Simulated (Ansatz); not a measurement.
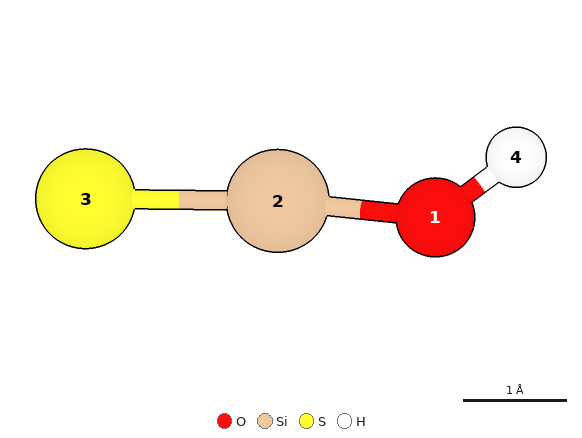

The view is orthographic, and the bar gives the scale. State: charge +1, singlet. The geometry was computed by an optimisation with PBE-D4/def2-SVP. No frequency run is at hand to confirm it as a minimum.

Reconstruct the coordinates (Å) as seen: x to the right, y up, z towards the viewer, origin at the mean of the atomic positions.

```xyz
4
HOSSi
O    1.04  -0.23   0.27
Si  -0.50  -0.07  -0.07
S   -2.37  -0.05  -0.44
H    1.83   0.35   0.24
```
